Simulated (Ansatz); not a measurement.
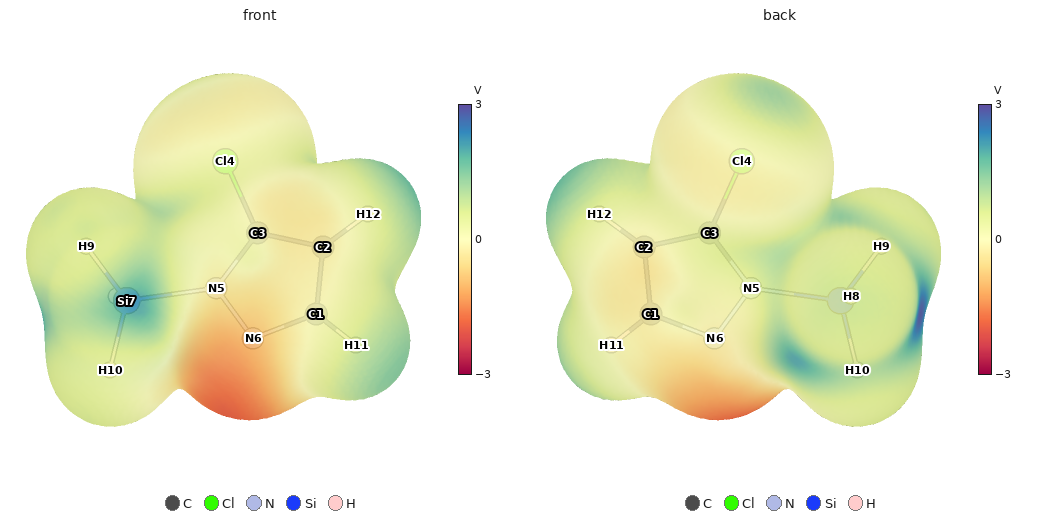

Figure 1: C$_{3}$H$_{5}$ClN$_{2}$Si (SMILES [SiH3]n1nccc1Cl). The molecular electrostatic potential painted on the density surface at 0.004 e/bohr³, seen from the front and from behind; red is negative and blue positive.

Geometry: B3LYP-D3(BJ)/def2-SVP.

These are results of Ansatz 0.2.0, isolated molecule in a Gaussian basis; Kohn-Sham density functional theory, functional PBE0, not measurements.

Input

```
crystal:
  periodic: [false, false, false]
  atoms:
    - symbol: C
      position_ang: [-0.970778, 0.400897, -1.437553]
    - symbol: C
      position_ang: [0.213223, 0.507808, -0.661261]
    - symbol: C
      position_ang: [-0.252532, 0.905231, 0.574993]
    - symbol: Cl
      position_ang: [0.590595, 1.241231, 2.038973]
    - symbol: "N"
      position_ang: [-1.614311, 1.018724, 0.511683]
    - symbol: "N"
      position_ang: [-2.055524, 0.704556, -0.739952]
    - symbol: Si
      position_ang: [-2.783207, 1.497040, 1.786401]
    - symbol: H
      position_ang: [-2.454151, 2.868781, 2.252961]
    - symbol: H
      position_ang: [-2.680264, 0.541374, 2.919408]
    - symbol: H
      position_ang: [-4.112849, 1.441465, 1.141404]
    - symbol: H
      position_ang: [-1.062124, 0.111266, -2.484597]
    - symbol: H
      position_ang: [1.244581, 0.326053, -0.949104]
basis:
  gaussian:
    orbitals: def2-SVPD
output: {forces: true, orbitals: {seedname: orbitals}}
hamiltonian:
  xc: pbe0
```

Run with:

```sh
ansatz run input.yaml --threads 2 --pin off --max-ram 5220MiB --events-out events.jsonl --progress --plain --runs-dir runs
```

### Where is the surface potential most negative and most positive?

The most negative region (about −1.9 V) lies over N6, the most positive (about +2.5 V) over Si7. Cl4 shows a σ-hole: about +1.2 V at the tip opposite its bond, against about +0.1 V on its flanks. N6 is the likeliest acceptor of a hydrogen bond.
